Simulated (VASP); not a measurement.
Band structure of Al₃Pt (ordered alloy cell). These are PBEsol GGA, VASP's PBE PAW potentials (set 64) (plane waves; VASP) values and carry that method's errors.

Unless said otherwise, spin-orbit coupling is left out, though it shifts the bands of the heavy elements here.

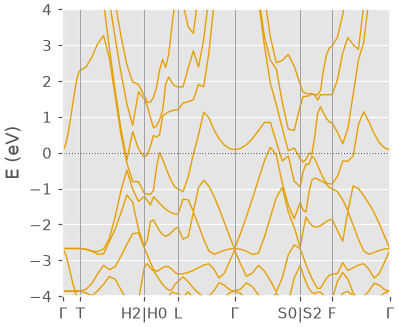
Figure. Bands along high-symmetry lines, zero at the valence-band maximum or, without a gap, the Fermi level

Task: Read the plot: is there a gap, and where are the band edges?

Result: It has no gap at this level: it comes out as a metal or semimetal. (Edges off the drawn lines would not show.)

The structure was generated: Al3Pt was put into an ordered model structure (R-3m), which need not be its known phase. It was relaxed first. The electron count is odd and the run is not spin-polarised, which forces a metal.
